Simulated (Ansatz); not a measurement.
**Run report: C₂H₇GeN, geometry relaxation (part 2 of 2)**

Continued. System: C₂H₇GeN. Method: RKS PBE0-D4/def2-TZVP (Ansatz 0.2.0). The geometry: PBE-D4/def2-SVP start.

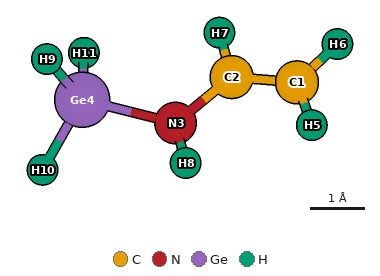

Figure 1. The geometry at step 16 of the log (ball-and-stick view, seen at a tilt; atoms are numbered from 1 in the order of the input).

## Trajectory as extended XYZ, continued
```
11
Properties=species:S:1:pos:R:3:forces:R:3 step=8 energy=-60185.65932 accepted=F
C    -0.4831    2.1122   -0.3730    0.0587   0.0581   0.0430
C    -0.4268    0.8681    0.1024   -0.1966  -0.2294   0.0157
N     0.3208   -0.1748   -0.3867    0.1870  -0.0428  -0.1200
Ge    0.4322   -1.8502    0.3555    0.0330  -0.0514   0.0148
H     0.1296    2.4324   -1.2084   -0.0192   0.0077  -0.0275
H    -1.1455    2.8378    0.0756    0.0164   0.0075   0.0289
H    -1.0493    0.5659    0.9412   -0.0678   0.1787   0.0487
H     0.9282    0.0580   -1.1571   -0.0100  -0.0055  -0.0173
H     1.8033   -2.0599    1.0262   -0.0016  -0.0036   0.0156
H     0.2532   -2.9129   -0.7437    0.0052   0.0500  -0.0095
H    -0.6973   -1.9336    1.3886   -0.0050   0.0307   0.0076
11
Properties=species:S:1:pos:R:3:forces:R:3 step=9 energy=-60185.66493
C    -0.4824    2.1068   -0.3727    0.0010   0.0018  -0.0009
C    -0.4390    0.8579    0.0958    0.0068  -0.0021   0.0020
N     0.3361   -0.1751   -0.3784   -0.0103  -0.0012  -0.0120
Ge    0.4400   -1.8532    0.3587   -0.0179  -0.0153  -0.0260
H     0.1306    2.4310   -1.2070   -0.0029   0.0002   0.0063
H    -1.1467    2.8308    0.0770    0.0050  -0.0024  -0.0019
H    -1.0736    0.5811    0.9347    0.0018   0.0014   0.0002
H     0.9324    0.0605   -1.1562   -0.0015   0.0036   0.0030
H     1.8098   -2.0817    1.0233    0.0153   0.0032   0.0088
H     0.2428   -2.8995   -0.7532    0.0061   0.0129   0.0213
H    -0.6846   -1.9158    1.3987   -0.0035  -0.0022  -0.0007
11
Properties=species:S:1:pos:R:3:forces:R:3 step=10 energy=-60185.66601
C    -0.4752    2.1104   -0.3676    0.0130   0.0450  -0.0019
C    -0.4271    0.8638    0.1054    0.0008  -0.0898   0.0047
N     0.3094   -0.1843   -0.4002   -0.0118   0.0242  -0.0301
Ge    0.4362   -1.8523    0.3567    0.0038  -0.0540  -0.0090
H     0.1084    2.4221   -1.2291   -0.0349  -0.0083   0.0451
H    -1.1105    2.8459    0.1074    0.0311  -0.0271  -0.0256
H    -1.0291    0.5935    0.9719    0.0189   0.0415  -0.0333
H     0.8808    0.0389   -1.2012   -0.0294   0.0007   0.0359
H     1.7851   -2.0402    1.0824   -0.0280   0.0053  -0.0146
H     0.3135   -2.9079   -0.7601    0.0134   0.0561   0.0522
H    -0.7263   -1.9469    1.3553    0.0232   0.0063  -0.0234
11
Properties=species:S:1:pos:R:3:forces:R:3 step=11 energy=-60185.66681
C    -0.4649    2.1136   -0.3605    0.0092   0.0758  -0.0101
C    -0.4211    0.8666    0.1111    0.0295  -0.1729   0.0077
N     0.2763   -0.1960   -0.4237   -0.0154   0.0571  -0.0318
Ge    0.4331   -1.8514    0.3569    0.0219  -0.0715  -0.0191
H     0.0940    2.4139   -1.2435   -0.0560  -0.0105   0.0770
H    -1.0727    2.8599    0.1355    0.0533  -0.0468  -0.0453
H    -0.9945    0.6029    1.0002    0.0277   0.0678  -0.0694
H     0.8293    0.0174   -1.2412   -0.0566   0.0016   0.0712
H     1.7638   -1.9989    1.1309   -0.0722   0.0139  -0.0304
H     0.3830   -2.9130   -0.7629    0.0030   0.0887   0.0893
H    -0.7610   -1.9720    1.3181    0.0556  -0.0032  -0.0390
11
Properties=species:S:1:pos:R:3:forces:R:3 step=13 energy=-60185.66719 accepted=F
C    -0.3988    2.1218   -0.3210   -0.0269  -0.1711   0.1170
C    -0.4477    0.8516    0.0965    0.1568  -0.0337  -0.2675
N     0.1040   -0.2576   -0.5331   -0.2196   0.1736   0.4227
Ge    0.4262   -1.8443    0.3596    0.1537   0.0532  -0.0801
H     0.1422    2.4083   -1.2151    0.0043   0.0206  -0.0430
H    -0.9151    2.9015    0.2284    0.0689  -0.1233  -0.0482
H    -0.9943    0.6170    1.0071   -0.0094  -0.0539  -0.0078
H     0.6461   -0.0470   -1.3553    0.0437   0.0162  -0.0499
H     1.7260   -1.7927    1.2176   -0.2336   0.0086  -0.1018
H     0.5818   -2.9382   -0.7174   -0.0352   0.1022   0.0917
H    -0.8052   -2.0773    1.2535    0.0974   0.0075  -0.0330
11
Properties=species:S:1:pos:R:3:forces:R:3 step=14 energy=-60185.66659 accepted=F
C    -0.4219    2.1098   -0.3355   -0.0335  -0.1480  -0.0158
C    -0.4394    0.8451    0.0939   -0.0918   0.4172   0.0826
N     0.1732   -0.2340   -0.4847    0.0970  -0.1278   0.0212
Ge    0.4383   -1.8407    0.3632   -0.0649  -0.0653  -0.0615
H     0.1271    2.4085   -1.2176    0.0786   0.0364  -0.1097
H    -1.0005    2.8641    0.1727   -0.0157   0.0603   0.0854
H    -1.0074    0.6112    0.9866   -0.1040  -0.0999   0.1066
H     0.7472   -0.0052   -1.2775    0.0868  -0.0166  -0.1585
H     1.7514   -1.9079    1.1632    0.0432   0.0493   0.0319
H     0.4613   -2.9014   -0.7411    0.0191  -0.0876  -0.0221
H    -0.7639   -2.0066    1.2976   -0.0147  -0.0179   0.0397
11
Properties=species:S:1:pos:R:3:forces:R:3 step=15 energy=-60185.67173
C    -0.4410    2.1144   -0.3465    0.0255  -0.0206   0.0164
C    -0.4313    0.8577    0.1030   -0.0349   0.0206  -0.0244
N     0.2141   -0.2186   -0.4625   -0.0119  -0.0076   0.0079
Ge    0.4321   -1.8502    0.3552    0.0164   0.0174   0.0077
H     0.1112    2.4132   -1.2307    0.0093   0.0067  -0.0059
H    -1.0160    2.8706    0.1684   -0.0026  -0.0044   0.0004
H    -1.0065    0.6079    0.9916    0.0052  -0.0063   0.0168
H     0.7748    0.0011   -1.2709   -0.0003  -0.0069  -0.0138
H     1.7491   -1.9282    1.1540    0.0033   0.0050   0.0008
H     0.4419   -2.9216   -0.7449   -0.0020   0.0046   0.0017
H    -0.7631   -2.0033    1.3041   -0.0080  -0.0086  -0.0076
11
Properties=species:S:1:pos:R:3:forces:R:3 step=16 energy=-60185.67385
C    -0.4107    2.1157   -0.3292   -0.0164  -0.0837  -0.0020
C    -0.4510    0.8483    0.0908    0.0777   0.1140   0.0324
N     0.1416   -0.2434   -0.5063   -0.0350  -0.0097   0.0628
Ge    0.4363   -1.8431    0.3575   -0.0339   0.0178  -0.0262
H     0.1427    2.4116   -1.2138    0.0001  -0.0013  -0.0099
H    -0.9550    2.8827    0.2037    0.0127  -0.0169   0.0041
H    -1.0097    0.6099    0.9935   -0.0309  -0.0354  -0.0279
H     0.6995   -0.0248   -1.3172    0.0075  -0.0078  -0.0234
H     1.7376   -1.8386    1.1904   -0.0322   0.0049  -0.0320
H     0.5084   -2.9279   -0.7271    0.0356   0.0112   0.0137
H    -0.7743   -2.0473    1.2786    0.0150   0.0069   0.0085
11
Properties=species:S:1:pos:R:3:forces:R:3 step=17 energy=-60185.67428
C    -0.3824    2.1172   -0.3146   -0.0172  -0.1209   0.0144
C    -0.4511    0.8467    0.0946   -0.0496   0.0927  -0.1080
N     0.0860   -0.2604   -0.5328   -0.0369   0.0265   0.1538
Ge    0.4292   -1.8395    0.3572    0.0508   0.0132  -0.0398
H     0.1608    2.4044   -1.2088    0.0138   0.0022   0.0155
H    -0.9026    2.8939    0.2301    0.0341  -0.0397  -0.0071
H    -1.0247    0.6126    0.9899    0.0473  -0.0266   0.0035
H     0.6331   -0.0483   -1.3532    0.0171  -0.0056  -0.0124
H     1.7203   -1.7712    1.2095   -0.0834   0.0050  -0.0416
H     0.5818   -2.9292   -0.7183   -0.0174   0.0518   0.0508
H    -0.7853   -2.0833    1.2672    0.0415   0.0015  -0.0292
11
Properties=species:S:1:pos:R:3:forces:R:3 step=18 energy=-60185.67572
C    -0.3913    2.1140   -0.3212    0.0264  -0.0515   0.0317
C    -0.4584    0.8456    0.0904    0.0246   0.0601  -0.0198
N     0.0896   -0.2586   -0.5287   -0.0372  -0.0008   0.0595
Ge    0.4281   -1.8390    0.3559    0.0305   0.0235  -0.0252
H     0.1644    2.4026   -1.2072   -0.0161  -0.0033  -0.0046
H    -0.8988    2.8926    0.2315   -0.0015  -0.0225  -0.0175
H    -1.0184    0.6109    0.9937   -0.0034  -0.0146  -0.0128
H     0.6372   -0.0469   -1.3491    0.0063  -0.0053  -0.0087
H     1.7154   -1.7703    1.2064   -0.0222   0.0006  -0.0067
H     0.5800   -2.9261   -0.7185   -0.0145   0.0203   0.0184
H    -0.7825   -2.0818    1.2677    0.0072  -0.0066  -0.0144
11
Properties=species:S:1:pos:R:3:forces:R:3 step=20 energy=-60185.67642
C    -0.3844    2.1148   -0.3225   -0.0012   0.0016   0.0051
C    -0.4524    0.8510    0.0993    0.0033   0.0069  -0.0092
N     0.0812   -0.2585   -0.5208   -0.0053  -0.0067   0.0129
Ge    0.4280   -1.8391    0.3566    0.0068   0.0052  -0.0142
H     0.1559    2.3934   -1.2210   -0.0018  -0.0025  -0.0010
H    -0.8879    2.8980    0.2259    0.0017  -0.0001  -0.0001
H    -1.0045    0.6232    1.0092    0.0034  -0.0048  -0.0029
H     0.6157   -0.0548   -1.3521   -0.0014   0.0008   0.0017
H     1.7018   -1.7624    1.2236    0.0013   0.0003   0.0023
H     0.6003   -2.9105   -0.7281    0.0013  -0.0007   0.0028
H    -0.7884   -2.1120    1.2506   -0.0080   0.0001   0.0026
11
Properties=species:S:1:pos:R:3:forces:R:3 step=21 energy=-60185.67649
C    -0.3813    2.1151   -0.3225   -0.0050   0.0062   0.0015
C    -0.4511    0.8524    0.1020    0.0063   0.0004  -0.0067
N     0.0734   -0.2600   -0.5207    0.0034  -0.0070  -0.0024
Ge    0.4275   -1.8393    0.3560   -0.0029   0.0027  -0.0020
H     0.1519    2.3895   -1.2267   -0.0012  -0.0023   0.0028
H    -0.8772    2.9014    0.2284    0.0021  -0.0010  -0.0012
H    -0.9965    0.6281    1.0167    0.0032  -0.0042  -0.0015
H     0.6018   -0.0593   -1.3567   -0.0034   0.0032   0.0044
H     1.6937   -1.7535    1.2335    0.0000   0.0005   0.0001
H     0.6168   -2.9070   -0.7296   -0.0003   0.0040   0.0026
H    -0.7937   -2.1243    1.2404   -0.0021  -0.0026   0.0024
11
Properties=species:S:1:pos:R:3:forces:R:3 step=22 energy=-60185.67651
C    -0.3801    2.1152   -0.3228   -0.0038   0.0052   0.0003
C    -0.4497    0.8529    0.1028    0.0033  -0.0013  -0.0022
N     0.0700   -0.2609   -0.5213    0.0022  -0.0010  -0.0040
Ge    0.4263   -1.8390    0.3563   -0.0008  -0.0033   0.0007
H     0.1491    2.3880   -1.2298   -0.0010  -0.0012   0.0027
H    -0.8717    2.9029    0.2301    0.0015  -0.0011  -0.0012
H    -0.9909    0.6297    1.0203    0.0013  -0.0005  -0.0001
H     0.5957   -0.0615   -1.3593   -0.0026   0.0005   0.0035
H     1.6889   -1.7483    1.2387   -0.0019   0.0002   0.0002
H     0.6246   -2.9039   -0.7303   -0.0003   0.0009   0.0017
H    -0.7967   -2.1321    1.2361    0.0021   0.0017  -0.0017
11
Properties=species:S:1:pos:R:3:forces:R:3 step=23 energy=-60185.67652
C    -0.3803    2.1152   -0.3229   -0.0002   0.0005   0.0013
C    -0.4484    0.8529    0.1030   -0.0003  -0.0006  -0.0006
N     0.0696   -0.2612   -0.5220    0.0023   0.0016  -0.0025
Ge    0.4260   -1.8390    0.3559   -0.0025   0.0000   0.0033
H     0.1468    2.3879   -1.2310   -0.0011  -0.0001   0.0004
H    -0.8703    2.9029    0.2314    0.0007  -0.0012  -0.0008
H    -0.9871    0.6296    1.0219    0.0001   0.0006   0.0004
H     0.5942   -0.0620   -1.3607   -0.0008  -0.0004   0.0004
H     1.6861   -1.7464    1.2416    0.0005  -0.0012  -0.0017
H     0.6268   -2.9038   -0.7301    0.0012   0.0004   0.0011
H    -0.7981   -2.1329    1.2338    0.0001   0.0003  -0.0013
```

This output came from the following input.

## The input
```yaml
crystal:
  periodic: [false, false, false]
  atoms:
    - {symbol: C, position_ang: [-0.495793, 2.130301, -0.384685]}
    - {symbol: C, position_ang: [-0.457377, 0.861403, 0.086204]}
    - {symbol: N, position_ang: [0.363098, -0.166611, -0.353127]}
    - {symbol: Ge, position_ang: [0.449740, -1.875087, 0.361791]}
    - {symbol: H, position_ang: [0.162449, 2.472221, -1.199651]}
    - {symbol: H, position_ang: [-1.200308, 2.854635, 0.044324]}
    - {symbol: H, position_ang: [-1.139189, 0.566034, 0.904339]}
    - {symbol: H, position_ang: [0.999156, 0.081645, -1.115279]}
    - {symbol: H, position_ang: [1.856140, -2.147840, 0.965647]}
    - {symbol: H, position_ang: [0.166885, -2.925140, -0.747647]}
    - {symbol: H, position_ang: [-0.639500, -1.908459, 1.458884]}
basis:
  gaussian: {orbitals: def2-TZVP}
hamiltonian: {xc: pbe0, dispersion: d4}
relax: {f_tol: 0.005, max_steps: 150}
```

Launch command:
```bash
ansatz run in.yaml --threads 4 --pin off --events-out ev --progress --plain --max-ram 10444MiB
```

## Results in brief

```tsv
quantity	value
outcome	converged
total energy	−60185.6766 eV
mean-field energy	−60185.5069 eV
dispersion energy	−0.1696 eV
SCF solution under orbital rotations	stable
largest force (length of the vector) at the end	0.004 eV/Å
dipole moment	1.34 D
hardware	4 threads of Arm Neoverse V1, 23 GiB of memory available, shared host
wall time	63 s (CPU time 3.9 min)
peak memory	0.48 GiB
```
